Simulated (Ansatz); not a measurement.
# C$_{2}$H$_{9}$FSi$_{2}$ (SMILES C[SiH2]C[SiH2]F): what the fields show

```yaml
atoms:
  - { symbol: C, position_ang: [-0.8402, 0.5837, 2.2026] }
  - { symbol: Si, position_ang: [0.4091, 0.2867, 0.8446] }
  - { symbol: C, position_ang: [-0.4270, -0.2659, -0.7441] }
  - { symbol: Si, position_ang: [0.7179, -0.5859, -2.1621] }
  - { symbol: F, position_ang: [-0.1207, -1.0500, -3.4495] }
  - { symbol: H, position_ang: [-0.3448, 0.9038, 3.1221] }
  - { symbol: H, position_ang: [-1.4022, -0.3278, 2.4202] }
  - { symbol: H, position_ang: [-1.5520, 1.3605, 1.9132] }
  - { symbol: H, position_ang: [1.3826, -0.7582, 1.2697] }
  - { symbol: H, position_ang: [1.1777, 1.5355, 0.5798] }
  - { symbol: H, position_ang: [-1.1481, 0.5041, -1.0420] }
  - { symbol: H, position_ang: [-0.9939, -1.1809, -0.5370] }
  - { symbol: H, position_ang: [1.6716, -1.6781, -1.8459] }
  - { symbol: H, position_ang: [1.4569, 0.6434, -2.5429] }
```

Geometry: PBE0-D4/def2-TZVP.

These are results of RKS PBE0-D4/def2-TZVPP in Ansatz 0.2.0, not measurements.

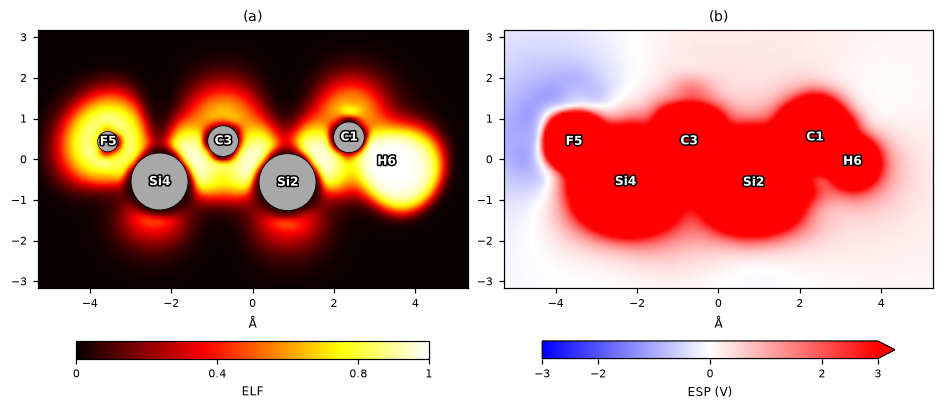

Figure 1. (a) ELF; (b) electrostatic potential on the plane of atoms Si2, C1 and H6. Grey discs cover the atomic cores in the ELF map.

> What does the map show?

- Atoms in the plane: C, Si, F and H.
- Si–F (1.61 Å): the ELF peaks at about 0.85 in the valence shell of F, 0.6 Å from its nucleus, and is about 0.55 at the midpoint.
- C–Si (1.85 Å): the ELF peaks at about 0.95 between the atoms (a shared electron pair).
- C–H (1.09 Å): the ELF climbs to about 1 towards the hydrogen, as it does in any bond to H; an ordinary covalent bond to hydrogen.
- The ELF also peaks beside F5, away from the bonds: lone-pair regions.
- Outside the dense part of the molecule the potential is most negative (−1.1 V) near F5.

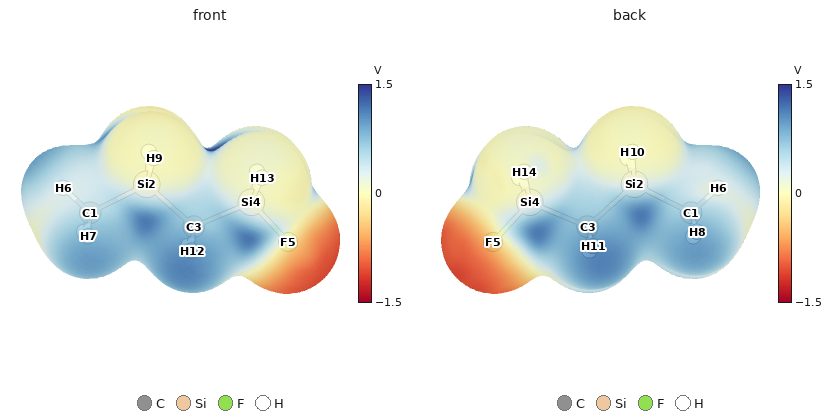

Figure 2. The electrostatic potential painted on the density surface at 0.002 e/bohr³, seen from the front and from behind; the colour scale runs from red (negative) to blue (positive).

> Where is the surface potential most negative and most positive?

The most negative region (about −1.1 V, or −25 kcal/mol for a unit charge) lies over F5, the most positive (about +1.4 V, or +32 kcal/mol for a unit charge) over Si2 and Si4.

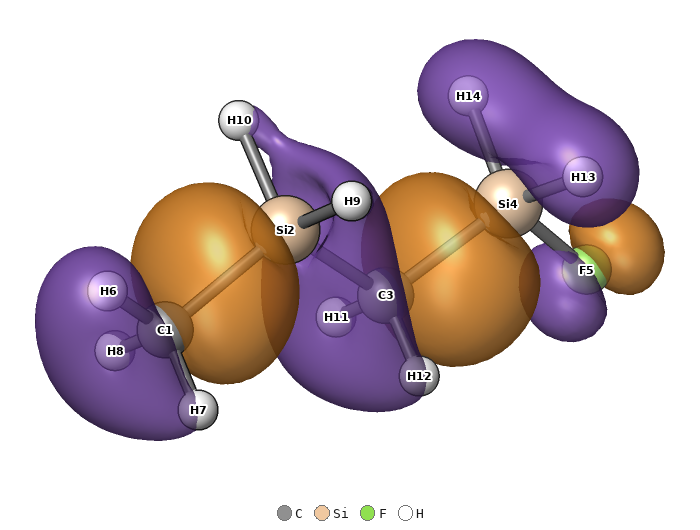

Figure 3. The HOMO at ±0.08 Å⁻³ᐟ² (orange and purple are the two phases), seen at a tilt.

> Where does this orbital lie, and at what energy?

Its weight (Hirshfeld) is mainly on C3 (about 25 %), C1 (about 20 %), Si4 (about 15 %) and Si2 (about 15 %). Its energy is −8.74 eV.
